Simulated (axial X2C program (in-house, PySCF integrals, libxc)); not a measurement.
# PtN: bond curves with and without spin–orbit coupling

What are the state, bond length, wavenumber and bond energy of PtN, and what does spin–orbit coupling change?

Program: an in-house X2C program for linear molecules on PySCF integrals. Level of theory: all-electron X2C, Pt dyall-cv3z, N dyall-av3z. These are calculated values, not measurements.

## Step 1: Input

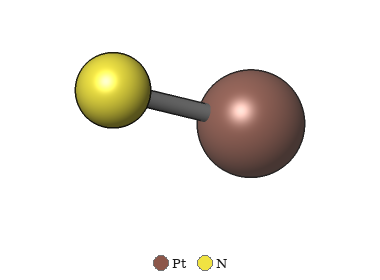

The two atoms at 1.720 Å (platinum brown, nitrogen yellow).

The input, task.json:

```json
{"zs": [78, 7], "q": 0, "bas": ["dyall-cv3z", "dyall-av3z"], "levels": ["PBE0", "HF", "B97-3"], "cc": true, "r0": 1.72, "thr": -2.0, "nmax": 90, "npts": 10, "nst": 2, "ntry": 6}
```

Keys: zs atomic numbers; q charge; bas basis sets; levels methods (HF also brings MP2); cc coupled cluster on or off; r0 starting distance in Å; thr threshold in hartree for freezing inner shells (an s shell follows its p shell); nmax most natural virtual spinors; npts points asked for on the curve; nst determinants followed; ntry starts of the search.

The run is started by

```console
$ python so2c.py task.json out
```

Spin-free means the one-electron spin-free X2C Hamiltonian; two-component (2c) means X2C with spin–orbit coupling and atomic mean-field two-electron Coulomb and Gaunt terms. Basis: Pt dyall-cv3z contracted to [13s14p9d6f4g], N dyall-av3z contracted to [7s7p3d2f]; Gaussian nuclei, density fitting. Masses: Pt 194.965 u, N 14.003 u.

Notation: σ, π±, δ± give the projection m of an orbital's angular momentum (0, ±1, ±2), α and β its spin, Λ and M_S the sums; ω is the projection of a spinor's total angular momentum and Ω the sum. Logs are in hartree.

The results follow Hamiltonian by Hamiltonian and level by level.

## Step 2: State search with PBE0

PBE0 moves the distance from 1.720 Å to 1.670 Å and compares determinants there.

Spin-free determinants:

```
ΔE (eV)             state                                    open shells
   0.00  M_S = 1/2, Λ = 1                      beyond closed shells: π+α
   0.34  M_S = 3/2, Λ = 0             beyond closed shells: σα, π+α, π-α
   0.66  M_S = 1/2, Λ = 0             beyond closed shells: σβ, π+α, π-α
   1.41  M_S = 1/2, Λ = 2             beyond closed shells: σα, π+α, π+β
   1.41  M_S = 1/2, Λ = 0             beyond closed shells: σα, π+β, π-α
   1.47  M_S = 3/2, Λ = 2  beyond closed shells: π+α, π-α, δ+α, δ+β, δ-α
   1.70  M_S = 1/2, Λ = 2  beyond closed shells: π+α, π-α, δ+α, δ+β, δ-β
```

Two-component determinants:

| ΔE (eV) | state | open shells |
| --- | --- | --- |
| 0.00 | Ω = 1/2 | excess of +ω over −ω: ω = 1/2 |
| 0.36 | Ω = 3/2 | excess of +ω over −ω: ω = 3/2 |
| 0.92 | Ω = 1/2 | excess of +ω over −ω: 2 × ω = -1/2, ω = 3/2 |
| 1.25 | Ω = 7/2 | excess of +ω over −ω: ω = -1/2, ω = 3/2, ω = 5/2 |
| 1.47 | Ω = 3/2 | excess of +ω over −ω: ω = 1/2, ω = -3/2, ω = 5/2 |
| 1.63 | Ω = 5/2 | excess of +ω over −ω: 2 × ω = 1/2, ω = 3/2 |
| 1.94 | Ω = 5/2 | excess of +ω over −ω: ω = 5/2 |

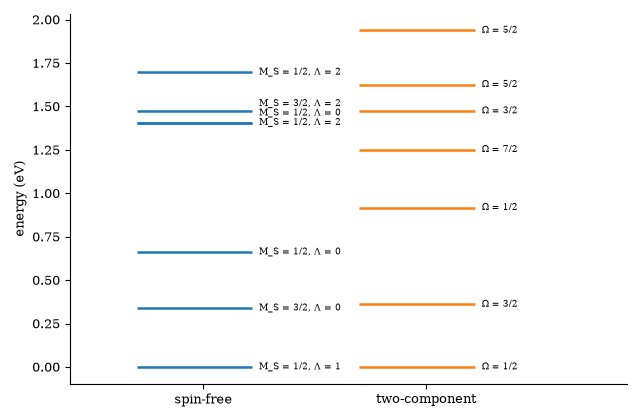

The determinants found, each set from its own lowest.

## Step 3: PBE0, spin-free

State followed: M_S = 1/2, Λ = 1 (beyond closed shells: π+α). The scan is laid around 1.670 Å, a first estimate of the minimum, and this SCF restarts from the orbitals of the search.

The SCF at the reference distance of 1.670 Å:

```text
spin-free X2C-1e  PBE0
basis functions 235  fitting functions 1149  grid points 5074
iter        total energy     max residual
   1     -18470.506137680     1.40e-05
   2     -18470.506137688     1.29e-05
   3     -18470.506137690     9.57e-06
   4     -18470.506137692     7.64e-06
converged
one-electron -25664.27695172  Coulomb 7388.60652589  exact exchange -90.50992167  xc functional -277.33821963  nuclear repulsion 173.01242944
```

Along the bond, energies from the lowest point:

```
R (Å)  E (eV)  μ (D)  HOMO (eV)  LUMO (eV)  iterations
1.570  0.2708  -1.71      -6.74      -4.05          14
1.620  0.0538  -1.87      -6.92      -4.21          15
1.670  0.0000  -2.00      -7.09      -4.36           4
1.728  0.0868  -2.12      -7.19      -4.51          16
1.787  0.2799  -2.21      -7.18      -4.64          16
1.862  0.6001  -2.28      -7.16      -4.69          16
```

Dipoles are positive if N is the positive end.

Outer orbitals at the reference distance:

```tsv
symmetry	occupied	ε (eV)	atomic character
σα	yes	-23.26	61% N s, 18% Pt d, 8% Pt p
σβ	yes	-21.98	58% N s, 20% Pt d, 8% Pt p
π+α	yes	-12.47	53% Pt d, 42% N p
σα	yes	-12.09	47% N p, 37% Pt d, 11% N s
σβ	yes	-11.63	44% N p, 37% Pt d, 13% N s
π-α	yes	-11.62	55% Pt d, 40% N p
π-β	yes	-11.04	66% Pt d, 29% N p, 2% N d
π+β	yes	-11.04	66% Pt d, 29% N p, 2% N d
δ+α	yes	-8.89	98% Pt d
δ-α	yes	-8.82	98% Pt d
δ-β	yes	-8.74	98% Pt d
δ+β	yes	-8.74	98% Pt d
σα	yes	-7.34	44% Pt s, 25% N p, 22% Pt d
σβ	yes	-7.20	44% Pt s, 28% N p, 21% Pt d
π+α	yes	-7.09	42% N p, 41% Pt d, 9% Pt p
π-α	no	-4.36	42% N p, 38% Pt d, 12% Pt p
π-β	no	-3.42	48% N p, 27% Pt d, 17% Pt p
π+β	no	-3.42	48% N p, 27% Pt d, 17% Pt p
σα	no	-2.49	41% Pt p, 19% N p, 17% Pt d
```

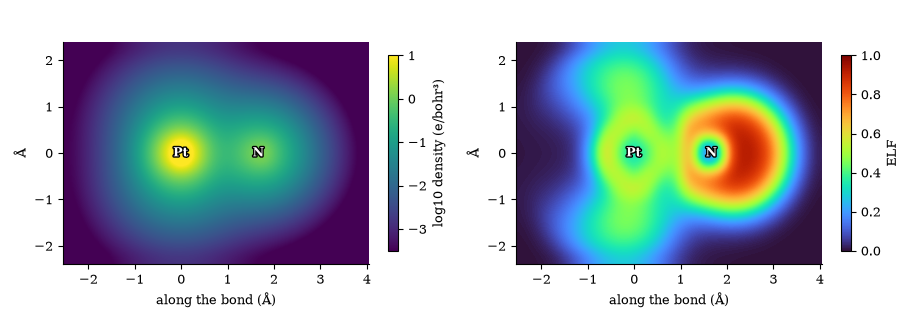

PBE0 fields in a plane through the axis, from a grid of 0.3 Å; Pt lies at z = 0 and N at z = 1.670 Å; the ELF is damped to zero where the density is low.

Re = 1.665 Å, ωe = 1019 cm⁻¹, Be = 0.4656 cm⁻¹, De = 3.52 eV, μ = -1.99 D.

## Step 4: HF, spin-free

The SCF at the reference distance of 1.670 Å:

```text
spin-free X2C-1e  HF
basis functions 235  fitting functions 1149  grid points 5074
iter        total energy     max residual
   1     -18464.697683075     1.22e+00
   2     -18464.740701317     1.46e-02
   3     -18464.744897705     1.43e-02
   4     -18464.747177399     6.29e-03
   5     -18464.749073735     5.43e-03
   6     -18464.751052026     4.97e-03
   7     -18464.752864123     5.41e-03
   8     -18464.754131567     5.93e-03
   9     -18464.753573536     5.49e-03
  10     -18464.752076551     5.13e-03
  11     -18464.749678057     4.31e-03
  12     -18464.746012426     3.56e-03
  13     -18464.745327839     3.07e-03
  14     -18464.744616988     2.72e-03
  15     -18464.744472002     2.75e-03
  16     -18464.744287604     2.40e-03
  17     -18464.743972986     2.70e-03
  18     -18464.743817643     3.00e-03
  19     -18464.744118094     2.90e-03
  20     -18464.744830639     2.82e-03
  21     -18464.744926449     2.20e-03
  22     -18464.744868169     1.78e-03
  23     -18464.744491041     1.36e-03
  24     -18464.744321770     1.26e-03
  25     -18464.744250267     1.11e-03
  26     -18464.744101165     1.01e-03
  27     -18464.743981769     9.36e-04
  28     -18464.743724959     9.84e-04
  29     -18464.743883848     9.66e-04
  30     -18464.744075443     1.21e-03
  31     -18464.744148632     1.07e-03
  32     -18464.744191042     1.04e-03
  33     -18464.744166299     8.12e-04
  34     -18464.744317506     9.56e-04
  35     -18464.743996166     8.05e-04
  36     -18464.744024846     8.67e-04
  37     -18464.744054883     8.65e-04
  38     -18464.743882262     8.70e-04
  39     -18464.743950310     8.68e-04
  40     -18464.743987332     8.61e-04
  41     -18464.744051238     8.62e-04
  42     -18464.744221773     1.11e-03
  43     -18464.743223148     1.76e-03
  44     -18464.743868089     1.38e-03
  45     -18464.743805018     8.64e-04
  46     -18464.743602244     1.02e-03
  47     -18464.743755242     9.43e-04
  48     -18464.744025904     1.29e-03
  49     -18464.744083205     9.64e-04
  50     -18464.744085626     8.81e-04
  51     -18464.744544295     1.94e-03
  52     -18464.744561451     1.30e-03
  53     -18464.744538109     1.24e-03
  54     -18464.745388335     2.77e-03
  55     -18464.745836416     3.61e-03
  56     -18464.745896202     3.84e-03
  57     -18464.746070111     4.24e-03
  58     -18464.743771019     2.28e-03
  59     -18464.743460185     1.34e-03
  60     -18464.744096894     1.81e-03
  61     -18464.744470899     1.86e-03
  62     -18464.744663140     1.71e-03
  63     -18464.744451008     1.21e-03
  64     -18464.744332147     1.17e-03
  65     -18464.744415305     1.26e-03
  66     -18464.744348276     1.21e-03
  67     -18464.744422521     1.34e-03
  68     -18464.744640882     1.56e-03
  69     -18464.744219753     1.13e-03
  70     -18464.743712043     1.24e-03
  71     -18464.744083780     1.49e-03
  72     -18464.744402389     1.75e-03
  73     -18464.744540299     1.69e-03
  74     -18464.744417137     1.45e-03
  75     -18464.744195708     1.26e-03
  76     -18464.744212935     1.36e-03
  77     -18464.744163283     1.37e-03
  78     -18464.744242097     1.54e-03
  79     -18464.744309425     1.59e-03
  80     -18464.743500535     1.45e-03
NOT converged
one-electron -25667.19093483  Coulomb 7391.72131036  exact exchange -362.28630550  xc functional 0.00000000  nuclear repulsion 173.01242944
```

No constants are quoted: only 5 points converged.

## Step 5: B97-3, spin-free

The SCF at the reference distance of 1.670 Å:

```text
spin-free X2C-1e  B97-3
basis functions 235  fitting functions 1149  grid points 5074
iter        total energy     max residual
   1     -18470.271320577     1.07e-01
   2     -18470.271866162     4.97e-03
   3     -18470.271512785     8.37e-03
   4     -18470.271987173     2.55e-03
   5     -18470.272078144     1.27e-03
   6     -18470.272101471     3.24e-04
   7     -18470.272103288     9.33e-05
   8     -18470.272104601     6.44e-05
   9     -18470.272105150     3.24e-05
  10     -18470.272105262     1.23e-05
  11     -18470.272105294     4.20e-06
  12     -18470.272105296     7.25e-07
  13     -18470.272105296     2.20e-07
converged
one-electron -25665.06750185  Coulomb 7389.41186750  exact exchange -97.49659195  xc functional -270.13230843  nuclear repulsion 173.01242944
```

Re = 1.669 Å, ωe = 1011 cm⁻¹, Be = 0.4631 cm⁻¹, De = 3.43 eV, μ = -2.02 D.

## Step 6: Correlated methods, spin-free

Correlated methods: 15 electrons correlated (frozen shells, counted by type: Pt 5 s, 4 p, 2 d, 1 f; N 1 s), 289 virtual spinors in MP2.

MP2: No constants are quoted: the scan has only 5 points.

## Step 7: A higher determinant, spin-free

State: M_S = 3/2, Λ = 0 (beyond closed shells: σα, π+α, π-α).

Output at the reference distance:

```text
spin-free X2C-1e  PBE0
basis functions 235  fitting functions 1149  grid points 5074
iter        total energy     max residual
   1     -18470.493676803     1.40e-05
   2     -18470.493676819     1.02e-05
   3     -18470.493676824     7.60e-06
   4     -18470.493676828     6.47e-06
   5     -18470.493676829     3.84e-06
converged
one-electron -25666.78058010  Coulomb 7391.25580488  exact exchange -90.55426699  xc functional -277.42706406  nuclear repulsion 173.01242944
```

```
R (Å)  E above the lowest PBE0 point (eV)
1.570                               0.917
1.620                               0.547
1.670                               0.339
1.728                               0.249
1.787                               0.276
1.862                               0.426
```

No constants are quoted: too few points lie around the minimum for a second fit to confirm the first.

## Step 8: The spin-free curves together

Energy (eV) of the followed determinant, spin-free, from each level's lowest point:

```
R (Å)   PBE0     HF  MP2 (spin-contaminated)  B97-3
1.570  0.271  1.327                    0.000  0.295
1.620  0.054  0.901                    0.190  0.065
1.670  0.000    n/a                      n/a  0.000
1.728  0.087  0.308                    0.559  0.075
1.787  0.280  0.130                    0.752  0.260
1.862  0.600  0.000                    1.010  0.577
```

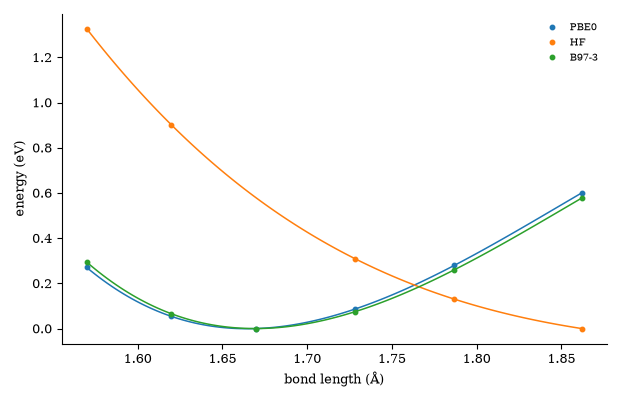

Curves of the followed state, spin-free, each from its own lowest point. Left out: MP2.

## Step 9: PBE0, 2c

State followed: Ω = 1/2 (excess of +ω over −ω: ω = 1/2). The scan is laid around 1.670 Å, a first estimate of the minimum, and this SCF restarts from the orbitals of the search.

Output at 1.670 Å:

```text
two-component X2C + atomic mean field  PBE0
basis functions 235  fitting functions 1149  grid points 5074
iter        total energy     max residual
   1     -18472.034659701     6.85e-06
   2     -18472.034659708     8.89e-06
   3     -18472.034659710     7.70e-06
converged
one-electron -25645.91356738  Coulomb 7385.58678953  exact exchange -90.48954800  xc functional -277.33726455  nuclear repulsion 173.01242944  atomic mean-field constant -16.89349875
```

Along the bond, energies from the lowest point:

```
R (Å)  E (eV)  μ (D)  HOMO (eV)  LUMO (eV)  iterations
1.570  0.2616  -1.73      -6.83      -3.80          15
1.620  0.0520  -1.90      -6.93      -3.96          16
1.670  0.0000  -2.05      -7.00      -4.11           3
1.728  0.0802  -2.18      -7.05      -4.26          17
1.787  0.2553  -2.27      -7.06      -4.36          16
1.862  0.5418  -2.34      -7.06      -4.39          16
```

Dipoles are positive if N is the positive end.

Outer spinors at the reference distance:

| ω | occupied | ε (eV) | atomic character | λ mixture |
| --- | --- | --- | --- | --- |
| -1/2 | yes | -23.26 | 61% N s, 18% Pt d, 8% Pt p | 100% σ |
| 1/2 | yes | -21.90 | 58% N s, 21% Pt d, 8% Pt p | 100% σ |
| 1/2 | yes | -12.78 | 56% Pt d, 36% N p, 2% N s | 88% π, 12% σ |
| -1/2 | yes | -12.29 | 46% Pt d, 39% N p, 10% N s | 84% σ, 16% π |
| -3/2 | yes | -11.65 | 57% Pt d, 38% N p | 95% π, 5% δ |
| 1/2 | yes | -11.47 | 45% N p, 37% Pt d, 12% N s | 88% σ, 12% π |
| -1/2 | yes | -11.16 | 61% Pt d, 32% N p | 83% π, 17% σ |
| 3/2 | yes | -11.10 | 71% Pt d, 25% N p | 90% π, 10% δ |
| 3/2 | yes | -9.42 | 91% Pt d, 6% N p | 89% δ, 11% π |
| -3/2 | yes | -9.37 | 91% Pt d, 6% N p | 92% δ, 8% π |
| -5/2 | yes | -8.38 | 97% Pt d | 100% δ |
| 5/2 | yes | -8.33 | 97% Pt d | 100% δ |
| 1/2 | yes | -7.55 | 42% N p, 29% Pt d, 17% Pt s | 53% π, 47% σ |
| -1/2 | yes | -7.40 | 43% Pt s, 27% N p, 22% Pt d | 98% σ, 2% π |
| 1/2 | yes | -7.00 | 29% N p, 28% Pt d, 28% Pt s | 55% σ, 45% π |
| -3/2 | no | -4.11 | 43% Pt d, 38% N p, 11% Pt p | 98% π, 2% δ |
| -1/2 | no | -3.68 | 46% N p, 22% Pt p, 21% Pt d | 89% π, 11% σ |
| 3/2 | no | -3.21 | 47% N p, 28% Pt d, 17% Pt p | 99% π, 1% δ |
| -1/2 | no | -2.37 | 38% Pt p, 22% N p, 19% Pt d | 90% σ, 10% π |

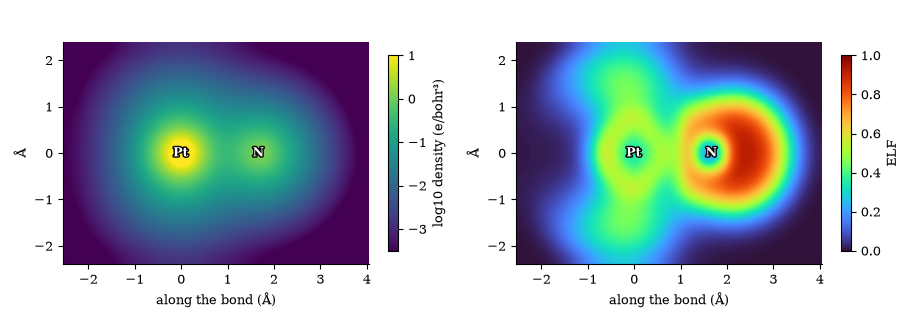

PBE0 fields in a plane through the axis, from a grid of 0.3 Å; Pt lies at z = 0 and N at z = 1.670 Å; the ELF is damped to zero where the density is low.

Re = 1.665 Å, ωe = 986 cm⁻¹, Be = 0.4655 cm⁻¹, De = 3.54 eV, μ = -2.04 D.

## Step 10: HF, 2c

Output at 1.670 Å:

```text
two-component X2C + atomic mean field  HF
basis functions 235  fitting functions 1149  grid points 5074
iter        total energy     max residual
   1     -18466.166039149     1.22e+00
   2     -18466.212301239     1.57e-02
   3     -18466.217030035     1.66e-02
   4     -18466.219825991     6.82e-03
   5     -18466.222834709     7.71e-03
   6     -18466.224964617     7.73e-03
   7     -18466.228619835     8.02e-03
   8     -18466.235573091     7.80e-03
   9     -18466.241233476     2.01e-03
  10     -18466.241408929     1.40e-03
  11     -18466.241336407     1.82e-03
  12     -18466.241733922     8.75e-04
  13     -18466.241950746     5.13e-04
  14     -18466.242003180     3.68e-04
  15     -18466.242028196     2.91e-04
  16     -18466.242035407     9.21e-05
  17     -18466.242036105     9.99e-05
  18     -18466.242037403     4.61e-05
  19     -18466.242037722     2.45e-05
  20     -18466.242037818     1.52e-05
  21     -18466.242037878     9.96e-06
  22     -18466.242037899     5.50e-06
  23     -18466.242037907     3.59e-06
  24     -18466.242037910     2.76e-06
  25     -18466.242037913     2.79e-06
  26     -18466.242037914     2.10e-06
converged
one-electron -25648.73011732  Coulomb 7388.69209090  exact exchange -362.32294218  xc functional 0.00000000  nuclear repulsion 173.01242944  atomic mean-field constant -16.89349875
```

No constants are quoted: the lowest point is the long end of the scan.

## Step 11: B97-3, 2c

Output at 1.670 Å:

```text
two-component X2C + atomic mean field  B97-3
basis functions 235  fitting functions 1149  grid points 5074
iter        total energy     max residual
   1     -18471.795349159     1.07e-01
   2     -18471.795903827     4.93e-03
   3     -18471.795654113     8.03e-03
   4     -18471.796098130     1.56e-03
   5     -18471.796087948     1.90e-03
   6     -18471.796139901     3.32e-04
   7     -18471.796142507     1.27e-04
   8     -18471.796145046     8.37e-05
   9     -18471.796146270     3.54e-05
  10     -18471.796146423     1.28e-05
  11     -18471.796146451     5.03e-06
  12     -18471.796146453     1.28e-06
  13     -18471.796146454     6.14e-07
converged
one-electron -25646.69798200  Coulomb 7386.38541437  exact exchange -97.47439343  xc functional -270.12811608  nuclear repulsion 173.01242944  atomic mean-field constant -16.89349875
```

Re = 1.669 Å, ωe = 984 cm⁻¹, Be = 0.4632 cm⁻¹, De = 3.39 eV, μ = -2.08 D.

## Step 12: MP2, 2c

Correlated methods: 15 electrons correlated (frozen shells, counted by type: Pt 5 s, 4 p, 2 d, 1 f; N 1 s), 291 virtual spinors in MP2.

Output of the correlated part at 1.670 Å:

```text
correlated 15  virtual 291  natural virtual 90  E(MP2) -0.533902224  MP2 remainder -0.048589982
iter   CCSD correlation   residual
   1     -0.447319434   2.17e-01
   2     -0.467869146   1.26e-01
   3     -0.481681792   7.19e-02
   4     -0.488340187   4.54e-02
   5     -0.493363209   2.62e-02
   6     -0.494239914   1.12e-02
   7     -0.494796302   6.75e-03
   8     -0.494939487   3.60e-03
   9     -0.494896835   2.09e-03
  10     -0.494962810   1.18e-03
  11     -0.494923358   6.95e-04
  12     -0.494944121   4.01e-04
  13     -0.494936652   2.56e-04
  14     -0.494938425   1.74e-04
  15     -0.494940850   1.14e-04
  16     -0.494941500   7.48e-05
  17     -0.494941222   4.11e-05
  18     -0.494941090   2.37e-05
  19     -0.494940200   1.45e-05
  20     -0.494940303   9.08e-06
  21     -0.494939898   5.94e-06
  22     -0.494939797   3.72e-06
  23     -0.494939741   2.26e-06
  24     -0.494939662   1.49e-06
  25     -0.494939619   1.01e-06
  26     -0.494939594   6.66e-07
  27     -0.494939567   4.54e-07
  28     -0.494939572   3.02e-07
(T) -0.027270155  T1 0.1133  D1 0.3113  max T2 0.075
```

T1 in the output is the amplitude norm over the root of the electron number; divide by √2 for the Lee–Taylor value.

Coupled cluster ran at too few distances for a curve.

MP2: No constants are quoted: the lowest point is the short end of the scan.

## Step 13: A higher determinant, 2c

State: Ω = 3/2 (excess of +ω over −ω: ω = 3/2).

Output at the reference distance:

```text
two-component X2C + atomic mean field  PBE0
basis functions 235  fitting functions 1149  grid points 5074
iter        total energy     max residual
   1     -18472.021420872     6.19e-06
   2     -18472.021420877     9.51e-06
   3     -18472.021420878     6.72e-06
converged
one-electron -25646.94053870  Coulomb 7386.66576751  exact exchange -90.50192623  xc functional -277.36365415  nuclear repulsion 173.01242944  atomic mean-field constant -16.89349875
```

```
R (Å)  E above the lowest PBE0 point (eV)
1.570                               0.716
1.620                               0.465
1.670                               0.360
1.728                               0.348
1.787                               0.413
1.862                               0.584
```

No constants are quoted: too few points lie around the minimum for a second fit to confirm the first.

## Step 14: The 2c curves together

Energy (eV) of the followed determinant, 2c, from each level's lowest point:

```
R (Å)   PBE0     HF  MP2 (spin-contaminated)  B97-3
1.570  0.262  1.378                    0.000  0.284
1.620  0.052  0.937                    0.132  0.063
1.670  0.000  0.601                    0.253  0.000
1.728  0.080  0.319                    0.389  0.071
1.787  0.255  0.133                    0.529  0.241
1.862  0.542  0.000                    0.731  0.523
```

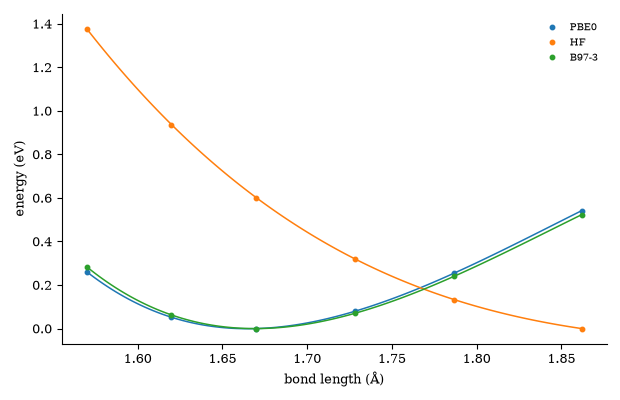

Curves of the followed state, 2c, each from its own lowest point. Left out: MP2.

Time for the job: 3.6 min (1 thread of Intel Xeon Platinum 8559C (Emerald Rapids), shared host); peak memory 0.98 GiB.

## Step 15: Constants

Lowest determinant that the search found at its distance, spin-free: M_S = 1/2, Λ = 1 (beyond closed shells: π+α).

Lowest determinant that the search found at its distance, 2c: Ω = 1/2 (excess of +ω over −ω: ω = 1/2).

| Hamiltonian | level | Re (Å) | ωe (cm⁻¹) | De (eV) | μ (D) |
| --- | --- | --- | --- | --- | --- |
| spin-free | PBE0 | 1.665 | 1019 | 3.52 | -1.99 |
| spin-free | B97-3 | 1.669 | 1011 | 3.43 | -2.02 |
| 2c | PBE0 | 1.665 | 986 | 3.54 | -2.04 |
| 2c | B97-3 | 1.669 | 984 | 3.39 | -2.08 |

Dipoles are positive if N is the positive end. No constants: spin-free HF (only 5 points converged); spin-free MP2 (the scan has only 5 points); 2c HF (the lowest point is the long end of the scan); 2c MP2 (the lowest point is the short end of the scan).

Time per point (s) on 1 thread of Intel Xeon Platinum 8559C (Emerald Rapids), shared host (2c runs); the times are rough: PBE0 1.4, B97-3 1.6.

What this shows: At PBE0, going from spin-free to two-component changes Re by 0 mÅ, ωe by -3.2 %, so spin–orbit coupling matters for this bond. De moves by +0.02 eV; both De rest on single-determinant atoms, which can miss part of an open shell's spin–orbit lowering.

De refers to Pt + N, each in the lowest determinant found, which need not be this curve's own limit. Each curve is one determinant whose occupation by symmetry is held fixed; it was picked as the lowest of a PBE0 search that is not exhaustive. Dissociation energies refer to the lowest single-determinant-based atoms at the same level and basis. Density functionals use the spin component along the axis (collinear). The spin-free determinant is spin-contaminated at some levels.
